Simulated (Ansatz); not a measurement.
**Supercells of generalised stacking fault on (111) (glide set) of a Ge-Si solid solution (72 atoms): plane waves and support functions**

Aim: repeat one cell of generalised stacking fault on (111) (glide set) of a Ge-Si solid solution (72 atoms) to ever larger supercells at Γ and follow error, time and memory.

Calculated with Ansatz 0.2.0; Kohn-Sham DFT, PBE, PAW (set soft_2), plane waves.

## (1) The starting structure

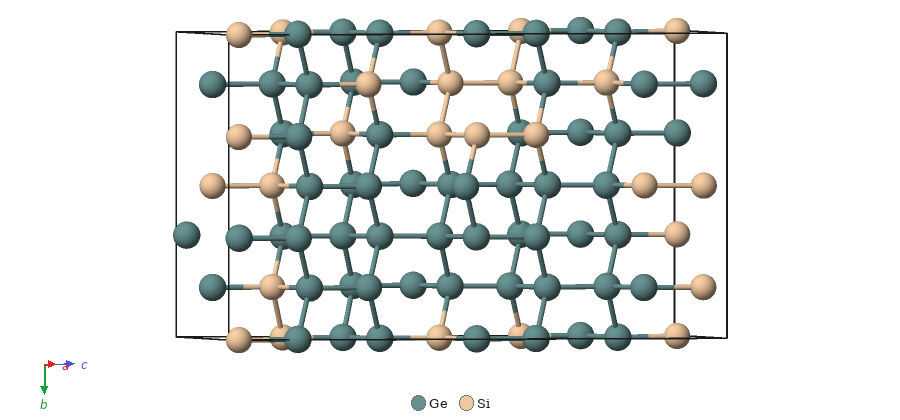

The cell as given, from the side, with the c axis across the page (germanium teal, silicon light orange). Bonds to atoms that aren't drawn are left out. Some periodic images of atoms are drawn too.

The cell holds 72 atoms: 51 Ge and 21 Si. Cell: a = 6.849 Å, b = 11.862 Å, c = 19.704 Å, α = 90.0°, β = 83.3°, γ = 90.0°. It derives from Ge and Si. Diamond-structure Ge lattice (a = 5.5919 Å, the value set for the mixture), cell with z along [111], 1 x 3 x 2 periods; the third cell vector is tilted by 0.333 of 1/2[11-2] and lengthened by 0.2 Å, so the cell holds one fault (glide set); displaced by a Gaussian of 0.01 Å; 21 of 72 Ge sites given to Si at random (lattice constant by Vegard's rule between Ge and Si).

Limits known from the start: The host structure and its lattice constant were typed by rule, without a check against the phase diagram.

## (2) Plane waves, typed cell on a dense mesh

The typed cell on a k-mesh is the yardstick: it samples like Γ on the cell repeated as often as the mesh has points along each axis. Its own convergence isn't tested.

input.yaml

```yaml
crystal:
  lattice:
    - [6.84865, 0.0, 0.0]
    - [0.0, 11.86221, 0.0]
    - [2.28286, 0.0, 19.57091]
  atoms:
    - { symbol: Ge, position: [0.49154, 0.16762, 0.0209] }
    - { symbol: Ge, position: [0.44994, 0.16677, 0.14499] }
    - { symbol: Ge, position: [0.77068, 0.16683, 0.18546] }
    - { symbol: Si, position: [0.72874, 0.16645, 0.30862] }
    - { symbol: Si, position: [0.99378, 0.00021, 0.02095] }
    - { symbol: Ge, position: [0.95191, 0.99899, 0.14373] }
    - { symbol: Si, position: [0.26931, 0.9999, 0.18511] }
    - { symbol: Ge, position: [0.22748, 0.00087, 0.31042] }
    - { symbol: Ge, position: [0.5496, 0.00085, 0.35052] }
    - { symbol: Si, position: [0.50766, 0.00022, 0.47445] }
    - { symbol: Si, position: [0.49338, 0.50021, 0.02067] }
    - { symbol: Si, position: [0.45471, 0.49971, 0.14401] }
    - { symbol: Ge, position: [0.77013, 0.50021, 0.18627] }
    - { symbol: Ge, position: [0.72915, 0.49976, 0.30857] }
    - { symbol: Si, position: [0.99338, 0.3347, 0.02084] }
    - { symbol: Ge, position: [0.95083, 0.33449, 0.14516] }
    - { symbol: Ge, position: [0.27116, 0.33224, 0.186] }
    - { symbol: Si, position: [0.22919, 0.33256, 0.30957] }
    - { symbol: Ge, position: [0.5498, 0.33365, 0.35017] }
    - { symbol: Si, position: [0.50733, 0.33388, 0.47416] }
    - { symbol: Ge, position: [0.04752, 0.16623, 0.35066] }
    - { symbol: Ge, position: [0.00682, 0.16713, 0.47498] }
    - { symbol: Si, position: [0.3279, 0.1674, 0.51569] }
    - { symbol: Si, position: [0.28961, 0.16727, 0.63986] }
    - { symbol: Ge, position: [0.60635, 0.16585, 0.68014] }
    - { symbol: Si, position: [0.56548, 0.16518, 0.80394] }
    - { symbol: Ge, position: [0.82726, 0.00054, 0.51573] }
    - { symbol: Ge, position: [0.78397, 0.0006, 0.63968] }
    - { symbol: Si, position: [0.10457, 0.99973, 0.68087] }
    - { symbol: Ge, position: [0.06623, 0.99954, 0.80449] }
    - { symbol: Ge, position: [0.38442, 0.00194, 0.84568] }
    - { symbol: Si, position: [0.34405, 0.99883, 0.96892] }
    - { symbol: Ge, position: [0.49285, 0.83278, 0.0208] }
    - { symbol: Si, position: [0.4531, 0.83254, 0.14464] }
    - { symbol: Ge, position: [0.77081, 0.83283, 0.18601] }
    - { symbol: Ge, position: [0.73245, 0.83216, 0.30854] }
    - { symbol: Ge, position: [0.9964, 0.66635, 0.02112] }
    - { symbol: Ge, position: [0.95238, 0.66772, 0.14416] }
    - { symbol: Ge, position: [0.27056, 0.6677, 0.18586] }
    - { symbol: Ge, position: [0.23161, 0.66774, 0.30956] }
    - { symbol: Ge, position: [0.54962, 0.66586, 0.35072] }
    - { symbol: Ge, position: [0.51077, 0.66727, 0.47475] }
    - { symbol: Ge, position: [0.04712, 0.50185, 0.35025] }
    - { symbol: Ge, position: [0.00565, 0.49947, 0.47455] }
    - { symbol: Ge, position: [0.33008, 0.50011, 0.51615] }
    - { symbol: Ge, position: [0.28396, 0.50034, 0.63859] }
    - { symbol: Ge, position: [0.60685, 0.49929, 0.68116] }
    - { symbol: Ge, position: [0.56479, 0.50134, 0.80385] }
    - { symbol: Si, position: [0.82819, 0.33334, 0.51632] }
    - { symbol: Si, position: [0.78717, 0.33322, 0.63928] }
    - { symbol: Ge, position: [0.10658, 0.33457, 0.67984] }
    - { symbol: Ge, position: [0.06267, 0.33329, 0.80468] }
    - { symbol: Ge, position: [0.38554, 0.33334, 0.84557] }
    - { symbol: Ge, position: [0.34237, 0.3334, 0.96947] }
    - { symbol: Ge, position: [0.88442, 0.16743, 0.8461] }
    - { symbol: Ge, position: [0.84545, 0.16669, 0.96899] }
    - { symbol: Ge, position: [0.04885, 0.83276, 0.34939] }
    - { symbol: Ge, position: [0.00695, 0.83322, 0.47452] }
    - { symbol: Ge, position: [0.32646, 0.83287, 0.51494] }
    - { symbol: Ge, position: [0.28481, 0.83405, 0.63959] }
    - { symbol: Ge, position: [0.60801, 0.83473, 0.68029] }
    - { symbol: Ge, position: [0.56556, 0.83299, 0.80497] }
    - { symbol: Ge, position: [0.82708, 0.66637, 0.51505] }
    - { symbol: Ge, position: [0.78659, 0.66774, 0.63969] }
    - { symbol: Ge, position: [0.10627, 0.66596, 0.68025] }
    - { symbol: Ge, position: [0.06592, 0.66689, 0.80435] }
    - { symbol: Ge, position: [0.38477, 0.66607, 0.84572] }
    - { symbol: Si, position: [0.3444, 0.66567, 0.96911] }
    - { symbol: Si, position: [0.88323, 0.4992, 0.8467] }
    - { symbol: Si, position: [0.84538, 0.50099, 0.96973] }
    - { symbol: Ge, position: [0.88568, 0.83368, 0.84522] }
    - { symbol: Si, position: [0.84289, 0.83374, 0.969] }
kpoints:
  mp_grid: { grid: [5, 3, 2] }
hamiltonian:
  xc: pbe
scf:
  occupations: { method: gaussian, width: 0.025 }
output:
  forces: true
  stress: true
  populations: true
  dos:
    method: { smearing: { sigma: 0.15 } }
    de: 0.1
    projected: { site_lists: { Ge: [Ge], Si: [Si] } }
  eigenvalues: true
```

Run with:

```sh
$ ansatz run input.yaml --threads 4 --pin off --max-ram 15872MiB --backend cpu --events-out ev --progress --plain --runs-dir out
```

Numbers of over 12 decimals in the logs are rounded to 6 here.

Log:

```text
Engine: ansatz 0.2.0, aarch64-unknown-linux-gnu
Pseudopotentials: kind: paw
Pseudopotential: Ge, paw, valence charge 14, recommended cutoff 420 eV (normal), Ge.paw.azcp
Pseudopotential: Si, paw, valence charge 4, recommended cutoff 420 eV (normal), Si.paw.azcp
[... 5 lines on functional and potentials left out ...]
Crystal: 72 atoms, lattice volume = 1589.943 Å³
Basis set: ecut = 420 eV, 31097 PW (Γ), exchange–correlation on 96×160×270 points (8 copies of the dense FFT grid, shifted against one another)
Bands: 479, of which v1, the nominal top of the filled ones, is band 399 counted from 1 (398 counted from 0)
Symmetry: 1 space group operations
Space group: P1 (ITA 1), of the structure as read, at distance tolerance 1.2e-4 Å
k-points: 16 of 30 (time reversal used)
[... 5 lines on functional and potentials left out ...]
Initial density: superposition of atomic densities (neutral atoms: chi_scale 0, normalization atom), corrected by the library's trained network
Initial wavefunctions: pseudopotential atomic-orbital guess
Functional: x = pbe(κ = 0.804, μ = 0.219515), c = pbe(β = 0.066725)
SCF iter   1: F=—  HF=-232392.636119 eV  |F-HF|=—  |Δ(HF+E_count)|=         —  Δρ=1.50e-3  dr2=2.12e-1  ethr=1.77e-3  ⟨swp⟩=5.6  Hψ=27784  notcnv=0  defer=329
preconditioner: auto → Resta (q_TF=auto, 2.432 Å⁻¹)  ε∞=2.7  [insulator: Δε(μ)=0.232 eV  Ē_g=20.412 eV  σ=0.025 eV  W_gap=1.00  n_scr=394 (ndim 8)  ℏωp=26.3 eV  f_vac=0.028  D(μ)=0.00/eV (n_scr^D=0)  ε∞_Penn≈2.7]
SCF iter   2: F=—  HF=-232392.597127 eV  |F-HF|=—  |Δ(HF+E_count)|=   3.90e-2  Δρ=1.11e-3  dr2=1.53e-1  ethr=2.65e-5  ⟨swp⟩=2.0  Hψ=15211  notcnv=0  defer=1121
SCF iter   3: F=—  HF=-232392.582426 eV  |F-HF|=—  |Δ(HF+E_count)|=   1.47e-2  Δρ=6.49e-4  dr2=1.61e-2  ethr=1.91e-5  ⟨swp⟩=2.2  Hψ=7812  notcnv=0  defer=1121
SCF iter   4: F=—  HF=-232392.582847 eV  |F-HF|=—  |Δ(HF+E_count)|=   4.21e-4  Δρ=2.87e-4  dr2=2.83e-3  ethr=2.02e-6  ⟨swp⟩=2.0  Hψ=12920  notcnv=0  defer=1121
SCF iter   5: F=—  HF=-232392.582268 eV  |F-HF|=—  |Δ(HF+E_count)|=   5.79e-4  Δρ=1.40e-4  dr2=3.42e-4  ethr=3.54e-7  ⟨swp⟩=2.0  Hψ=12859  notcnv=0  defer=1121
SCF iter   6: F=—  HF=-232392.582519 eV  |F-HF|=—  |Δ(HF+E_count)|=   2.51e-4  Δρ=7.75e-5  dr2=4.06e-4  ethr=4.29e-8  ⟨swp⟩=2.0  Hψ=13015  notcnv=0  defer=1122
SCF iter   7: F=—  HF=-232392.582454 eV  |F-HF|=—  |Δ(HF+E_count)|=   6.46e-5  Δρ=3.41e-5  dr2=2.35e-5  ethr=4.29e-8  ⟨swp⟩=3.0  Hψ=12753  notcnv=0  defer=1122
SCF iter   8: F=—  HF=-232392.582462 eV  |F-HF|=—  |Δ(HF+E_count)|=   8.37e-6  Δρ=1.43e-5  dr2=5.09e-5  ethr=2.95e-9  ⟨swp⟩=2.0  Hψ=13976  notcnv=0  defer=1185
SCF iter   9: F=—  HF=-232392.582460 eV  |F-HF|=—  |Δ(HF+E_count)|=   2.62e-6  Δρ=8.21e-6  dr2=3.03e-6  ethr=2.95e-9  ⟨swp⟩=2.0  Hψ=7820  notcnv=0  defer=1185
SCF iter  10: F=—  HF=-232392.582460 eV  |F-HF|=—  |Δ(HF+E_count)|=   5.44e-8  Δρ=2.76e-6  dr2=9.76e-7  ethr=3.79e-10  ⟨swp⟩=2.0  Hψ=12863  notcnv=0  defer=1185
SCF iter  11: F=—  HF=-232392.582460 eV  |F-HF|=—  |Δ(HF+E_count)|=   3.84e-8  Δρ=1.32e-6  dr2=1.24e-7  ethr=1.22e-10  ⟨swp⟩=2.0  Hψ=7915  notcnv=0  defer=1185
SCF iter  12: F=-232392.582460 eV  HF=-232392.582460 eV  |F-HF|=1.43e-8  |Δ(HF+E_count)|=   3.77e-8  Δρ=5.22e-7  dr2=2.23e-8  ethr=1.25e-11  ⟨swp⟩=9.6  Hψ=32109  notcnv=0
SCF 1 converged in 12 iterations: F = -232392.582460 eV  dr2 = 2.23e-8
  greatest PAW one-centre occupation: 0.998 electrons in one spin orbital (limit 2), on the Ge atom at site 61 (counted from 0), in its partial waves of l = 2
SCF converged after 12 iterations
Free energy (F): -232392.582460 eV
Harris-Foulkes:  -232392.582460 eV  (|F-HF|=1.43e-8)
Internal energy: -232392.582460 eV  (E = F + TS)
E sigma→0 (E₀):  -232392.582460 eV
Entropy (-TS):   -0.000000 eV (-0.000 meV/atom)
Fermi energy:    8.213694 eV
--- Per-component energies (eV) ---
  E_band       = -7839.027922
  E_kinetic    = 6525.532571
  E_local      = -145958.388019  (includes V_loc(G=0)·N_el)
  E_nonlocal   = 21898.983977
  E_hartree    = 65001.429732
  E_xc         = -5010.689065
  E_vxc        = -4274.369740  (∫ρ·V_xc dr)
  E_paw        = -113791.627245  (= ΣΔE_a)
  E_vpaw       = -16033.671825  (= ΣTr[D̂ρ^β])
  E_aug_tail   = 0.015737  (compensation charges beyond the density's cutoff)
  E_ewald      = -61057.840148
  E_smearing   = -0.000000  (= −TS)
  E_closure    = 0.000000  (closes the sum)
  Σ components = -232392.582460   (vs F -232392.582460, Δ=0.00e0)
--- Forces (eV/Å), atoms counted from 1 ---
  atom   1  Ge    -0.07488955    -0.47674859    -1.46831127
  atom   2  Ge    -0.15122698    -0.51705939     0.00287484
  atom   3  Ge     0.05705505    -0.08162016     0.36778661
  atom   4  Si     0.05903212     0.06857986     0.08638393
  atom   5  Si     0.16248498    -0.36815502    -1.89965372
  atom   6  Ge     0.30996695     0.11096999    -0.15050071
  atom   7  Si     0.36950941    -0.41781414     0.07423872
  atom   8  Ge     0.13710155    -0.14238166    -0.79130306
  atom   9  Ge     0.24433890     0.15465119     0.27601334
  atom  10  Si    -0.20592296     0.36600355     0.10797599
  atom  11  Si     0.23882994     0.25225644    -1.27004976
  atom  12  Si    -0.31601266     0.05219328    -0.30049638
  atom  13  Ge    -0.29813474     0.16505078    -0.42206326
  atom  14  Ge    -0.02350496     0.04381921     0.18844429
[...]
atom  71  Ge    -0.00966607    -0.06027801     0.54027164
  atom  72  Si     0.30496527     0.24381629     1.59973915
  max |Σ_I F_I| component: 4.33e-6 eV/Å
--- Stress (GPa, compression-positive) ---
        2.271661      -0.023357       0.002487
       -0.023357       2.289257      -0.012278
        0.002487      -0.012278       1.929896
  P = ⅓ Tr σ = 2.1636 GPa (21.636 kbar)
--- Band table (eV; the first three rows and the last of 16) ---
  k-point 0: bands = ["-16.9990", "-16.9977", "-16.9949", "-16.9901", [... 463 levels ...], "12.0226", "12.0625", "12.0735", "12.0986", "12.1023", "12.1128", "12.1453", "12.1648", "12.2091", "12.2377", "12.3067", "12.3210"]
[...]
--- Löwdin populations: 72 sites ---
  site symbol       q [e]
     0     Ge     14.0044
     1     Ge     13.9826
     2     Ge     13.9835
[...]
71     Si      3.9456
  spilling = 0.002215 (of n_electrons = 798.000000)
```

Elapsed: 20 min, on 4 threads of Arm Neoverse V2, shared host; peak memory 9 GiB; 78 min of CPU time.

The program notes that it cut back its work space to fit the memory limit.

Read from the output:

| Property | Result |
| --- | --- |
| free energy | -232392.5825 eV |
| free energy per atom | -3227.6748 eV/atom |
| SCF cycles | 12 |
| pressure | 2.164 GPa |
| r.m.s. force component | 0.4685 eV/Å |
| longest force | 1.965 eV/Å |
| Fermi energy | 8.214 eV |
| gap (highest filled to lowest empty level) | 0.1652 eV |
| spilling of the projection | 0.002215 |

The r.m.s. force component of 0.47 eV/Å sets the scale for the differences below.

## (3) Plane waves, 72 atoms

The typed cell is solved at Γ alone, the coarsest sampling of the series.

input.yaml, the sections that differ from step 2:

```yaml
kpoints:
  mp_grid: { grid: [1, 1, 1] }
output:
  forces: true
# crystal, hamiltonian, scf: as in step 2
```

Log:

```text
[...]
Crystal: 72 atoms, lattice volume = 1589.943 Å³
Basis set: ecut = 420 eV, 31097 PW (Γ), exchange–correlation on 96×160×270 points (8 copies of the dense FFT grid, shifted against one another)
Bands: 471, of which v1, the nominal top of the filled ones, is band 399 counted from 1 (398 counted from 0)
Symmetry: 1 space group operations
[...]
k-points: 1
[...]
SCF iter   1: F=—  HF=-232385.945615 eV  |F-HF|=—  |Δ(HF+E_count)|=         —  Δρ=3.65e-3  dr2=4.25e-1  ethr=1.77e-3  ⟨swp⟩=6.0  Hψ=1720  notcnv=0
[...]
SCF iter   3: F=—  HF=-232385.855018 eV  |F-HF|=—  |Δ(HF+E_count)|=   1.32e-2  Δρ=1.20e-3  dr2=1.24e-1  ethr=2.70e-5  ⟨swp⟩=2.0  Hψ=496  notcnv=0  defer=54
automatic band count: iteration 3 solves 462 bands in place of 471: the levels show a gap, and the empty bands left out lie too high to hold charge; the band table lists the bands solved (type scf.n_extra_bands for more)
SCF iter   4: F=—  HF=-232385.846392 eV  |F-HF|=—  |Δ(HF+E_count)|=   8.63e-3  Δρ=3.76e-4  dr2=2.69e-3  ethr=1.55e-5  ⟨swp⟩=2.0  Hψ=492  notcnv=0  defer=54
SCF iter   5: F=—  HF=-232385.846461 eV  |F-HF|=—  |Δ(HF+E_count)|=   6.93e-5  Δρ=1.95e-4  dr2=5.94e-4  ethr=3.37e-7  ⟨swp⟩=2.0  Hψ=927  notcnv=0  defer=54
[...]
SCF iter  10: F=—  HF=-232385.847132 eV  |F-HF|=—  |Δ(HF+E_count)|=   8.04e-7  Δρ=2.66e-6  dr2=2.38e-7  ethr=2.38e-10  ⟨swp⟩=2.0  Hψ=550  notcnv=0  defer=54
SCF iter  11: F=-232385.847132 eV  HF=-232385.847132 eV  |F-HF|=3.80e-8  |Δ(HF+E_count)|=   1.30e-7  Δρ=1.07e-6  dr2=7.02e-8  ethr=1.25e-11  ⟨swp⟩=4.0  Hψ=1291  notcnv=0
SCF 1 converged in 11 iterations: F = -232385.847132 eV  dr2 = 7.02e-8
[...]
SCF converged after 11 iterations
Free energy (F): -232385.847132 eV
[...]
Internal energy: -232385.847132 eV  (E = F + TS)
E sigma→0 (E₀):  -232385.847132 eV
Entropy (-TS):   -0.000000 eV (-0.000 meV/atom)
Fermi energy:    8.237665 eV
[...]
Σ components = -232385.847132   (vs F -232385.847132, Δ=0.00e0)
--- Forces (eV/Å), atoms counted from 1 ---
  atom   1  Ge     0.13774789    -0.49081587    -1.31571057
  atom   2  Ge     0.17237494    -0.54636229    -0.12930980
  atom   3  Ge    -0.29372409    -0.11191248     0.55543238
  atom   4  Si     0.39997368     0.11193516    -0.05226183
[...]
atom  72  Si     0.07574887     0.23604042     1.46144601
  max |Σ_I F_I| component: 8.54e-6 eV/Å
```

Wall time 18 s (4 threads); peak memory 2.2 GiB; 68 s of CPU time.

The energy lies 93.5 meV/atom above the dense-mesh reference.

## (4) Support functions, 72 atoms

The typed cell is solved at Γ alone, now in support functions.

This step: Kohn-Sham DFT, PBE, PAW (set soft_2), localised support functions (medium) (Ansatz 0.2.0).

Changes to input.yaml since step 3:

```diff
@@ -13,2 +13,5 @@
   occupations: { method: gaussian, width: 0.025 }
+  eigensolver: { kind: { support_functions: { accuracy: medium } } }
+  mixing: { beta: 0.4 }
+  max_iter: 150
 output:
```

Log:

```text
Warning: scf.eigensolver.kind.support_functions: disabling space-group detection — the functions' gradient is summed over unrotated k-points, so no spatial operation reduces the k-mesh or symmetrises the density; time reversal is kept, so that k and −k are solved as one point where they differ and the mesh holds both, and exact exchange and, on two spinor components, a DFT+U term hold to it where the run has them: [...]
settings of this run that can trade accuracy for cost: scf.eigensolver.kind.support_functions [...]
[...]
Crystal: 72 atoms, lattice volume = 1589.943 Å³
Basis set: ecut = 420 eV, 31097 PW (Γ), exchange–correlation on 96×160×270 points (8 copies of the dense FFT grid, shifted against one another)
Bands: 479, of which v1, the nominal top of the filled ones, is band 399 counted from 1 (398 counted from 0)
Symmetry: 1 space group operations
k-points: 1
[...]
SCF iter   1: F=—  HF=-232374.822130 eV  |F-HF|=—  |Δ(HF+E_count)|=         —  Δρ=3.45e-2  dr2=1.95e1  ethr=1.00e-1
[...]
SCF iter  11: F=—  HF=-232385.920486 eV  |F-HF|=—  |Δ(HF+E_count)|=   1.82e-4  Δρ=2.23e-5  dr2=4.35e-6  ethr=1.10e-8  κ⁻¹=1.1e-6(r=7)
SCF iter  12: F=-232385.920723 eV  HF=-232385.920722 eV  |F-HF|=1.03e-6  |Δ(HF+E_count)|=   2.36e-4  Δρ=8.19e-6  dr2=1.10e-6  ethr=5.45e-10
SCF 1 converged in 12 iterations: F = -232385.923417 eV  dr2 = 1.10e-6
[...]
SCF converged after 12 iterations
Stability not checked: this state was not tested for a lower state beside it, because the mixer in use, unlike msr1, does not test its closes by its own steps (another_mixer; see scf.mixing.algorithm and scf.lower_state_search)
Free energy (F): -232385.923417 eV
[...]
Internal energy: -232385.923417 eV  (E = F + TS)
E sigma→0 (E₀):  -232385.923417 eV
Entropy (-TS):   -0.000000 eV (-0.000 meV/atom)
Fermi energy:    8.237475 eV
[...]
Σ components = -232385.923417   (vs F -232385.923417, Δ=0.00e0)
--- Forces (eV/Å), atoms counted from 1 ---
  atom   1  Ge     0.13762771    -0.49075011    -1.31561448
  atom   2  Ge     0.17238491    -0.54636231    -0.12930389
  atom   3  Ge    -0.29341043    -0.11190871     0.55554355
  atom   4  Si     0.40006022     0.11197734    -0.05196411
[...]
atom  72  Si     0.07573713     0.23615559     1.46126449
  max |Σ_I F_I| component: 5.11e-4 eV/Å
--- Band table (eV) ---
[...]
guard bands above this table: 69 of the run's 479 bands (output.publish_guard_bands: true publishes all)
[...]
```

Run time: 1.7 min. Hardware: 4 threads; peak memory 3.6 GiB; 6.6 min of CPU time.

The program notes that the band table was not solved further than the SCF left it and it switched symmetry off.

The energy lies 92.5 meV/atom above the dense-mesh reference, and 1.1 meV/atom below plane waves of the same size, an offset between the two bases that leaves the sampling error alike.

## (5) Plane waves, 144 atoms

The cell is repeated and solved at Γ in plane waves, whose cost grows towards the cube of the size.

This step: Kohn-Sham DFT, PBE, PAW (set soft_2), plane waves (Ansatz 0.2.0).

input.yaml, the sections that differ from step 4:

```yaml
crystal:
  lattice:
    - [6.84865, 0.0, 0.0]
    - [0.0, 11.86221, 0.0]
    - [2.28286, 0.0, 19.57091]
  atoms:
    [... the 72 atom lines of step 2 ...]
  supercell: [2, 1, 1]
scf:
  occupations: { method: gaussian, width: 0.025 }
# kpoints, hamiltonian, output: as in step 4
```

Run time: 96 s. Hardware: 4 threads; peak memory 6.1 GiB.

The program repeats the typed cell 2×1×1 times, 144 atoms in all; totals in the log are those of the whole repeated cell, and force differences are taken after averaging over the copies of each atom.

It converged in 11 SCF cycles; the log is left out.

The energy lies 66.9 meV/atom above the dense-mesh reference.

(Continued in part 2 of 2.)

[Logs are printed without paths, hosts, clocks, repeated set-up lines and the standing remarks that a program may print on its own settings, such as how far it seeks lower states.]

[Hosts, paths, dates, database ids (printed as entryN), source tags and the programs' standing remarks are cut or masked in the printed files.]
